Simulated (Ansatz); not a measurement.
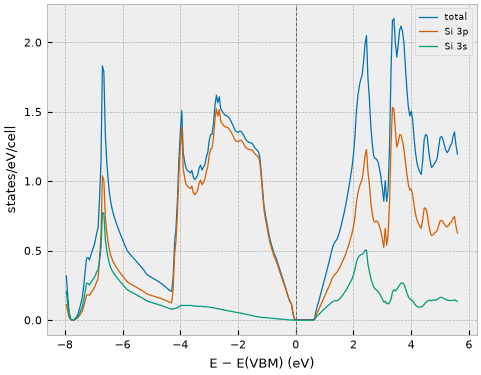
Total and projected density of states of Si (diamond, Fd-3m), PBE (plane waves, PAW; program Ansatz)

Task: Which orbitals carry the states next to the gap?

Result: Top 1 eV of the valence band: Si 3p 96 %. Bottom 1 eV of the conduction band: Si 3p 58 %, Si 3s 26 %, outside the projected shells 16 %. Projections are on Löwdin-orthogonalised atomic valence shells; empty p or d shells of many metals are not among them.

Task: Where is the tallest occupied peak in this window, and what makes it?

Result: Near -6.7 eV, about 1.8 states/eV per cell; the largest projected share is Si 3p.

The cell was relaxed with PBE under the symmetry of its start.

Potentials: the earlier of the program's two PAW sets.
